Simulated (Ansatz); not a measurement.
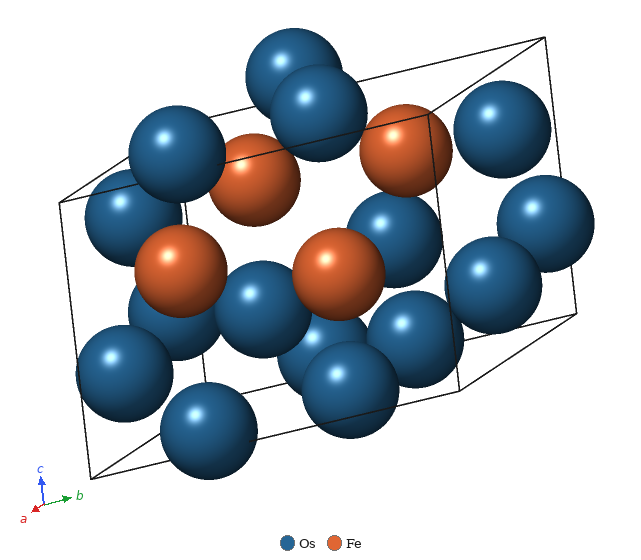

View slightly off an axis, drawn as a spheres-only model. One simulation cell is framed, with atoms on its boundary repeated.

```
CELL_PARAMETERS angstrom
5.49396 0.13650 0.55064
0.11014 6.59601 1.45960
0.98613 0.51884 4.99601
ATOMIC_POSITIONS crystal
Os 0.08643 0.97396 0.35722
Os 0.36180 0.97972 0.77323
Os 0.63647 0.59136 0.03290
Os 0.33357 0.28495 0.33664
Os 0.64863 0.00420 0.28252
Os 0.17245 0.62369 0.07530
Os 0.33612 0.65211 0.47392
Os 0.95677 0.31181 0.06336
Fe 0.40996 0.32513 0.81304
Fe 0.82609 0.65857 0.48237
Fe 0.91100 0.90165 0.87521
Fe 0.88684 0.26316 0.63690
```

Electronic-structure method: DFT, PAW plane waves, PBE in Ansatz 0.2.0. Parameters: a cutoff energy of 420 eV, k-point mesh 4×3×4, Fermi-Dirac smearing of 0.1 eV, no spin polarisation (a spin-restricted run, not always the ground state).

Q: Give the Bader charge of each element.

A: Fe +0.23 to +0.28 e; Os -0.15 to -0.09 e. Little charge moves, as in a metallic or covalent solid.

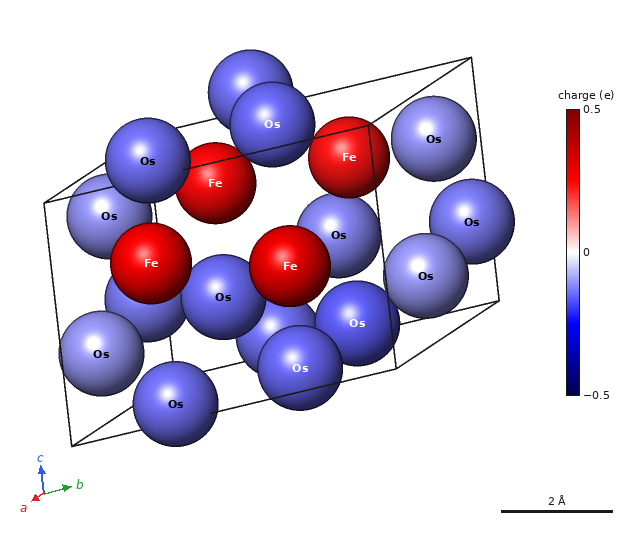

The atoms coloured by those charges.

Shown is a made-up disordered cell, as it stood before any relaxation. A calculation with Ansatz used it as input.

At this level of theory the cell isn't at rest (forces up to 2.3 eV/Å), so its distances can differ from those at equilibrium, the more so the softer the solid.
